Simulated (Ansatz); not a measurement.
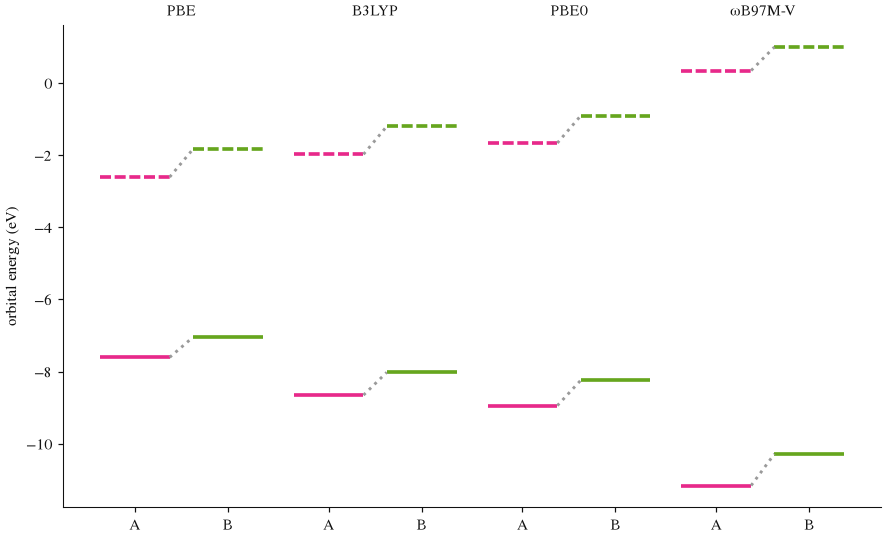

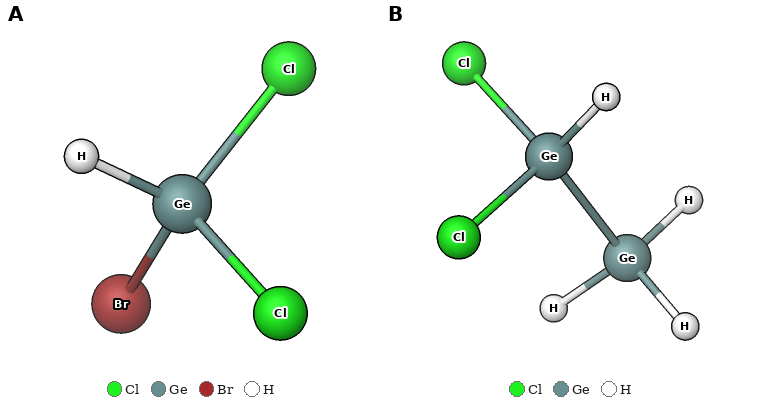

One change: A, GeHBrCl₂ (SMILES [Cl][GeH]([Cl])[Br]), becomes B, Ge₂H₄Cl₂ (SMILES [Cl][GeH]([Cl])[GeH3]). Br on Ge is replaced by GeH₃. HOMO (solid) and LUMO (dashed) computed in def2-TZVPP at PBE0-D4/def2-TZVP geometries, both minima by their frequencies, gas phase, the Ansatz code 0.2.0. Empty levels above zero depend strongly on the basis.

### What does the change do to HOMO and LUMO?

PBE: the HOMO rises by 0.56 eV, the LUMO rises by 0.77 eV, and the separation goes from 5.00 to 5.21 eV. B3LYP: the HOMO rises by 0.63 eV, the LUMO rises by 0.77 eV, and the separation goes from 6.67 to 6.82 eV. PBE0: the HOMO rises by 0.70 eV, the LUMO rises by 0.75 eV, and the separation goes from 7.28 to 7.33 eV. ωB97M-V: the HOMO rises by 0.88 eV, the LUMO rises by 0.65 eV, and the separation goes from 11.50 to 11.28 eV.

### Do the functionals agree on the effect?

They agree on the direction for both levels; the HOMO shift lies between 0.56 and 0.88 eV and the LUMO shift between 0.65 and 0.77 eV, while the separations themselves differ by up to 6.5 eV between functionals.
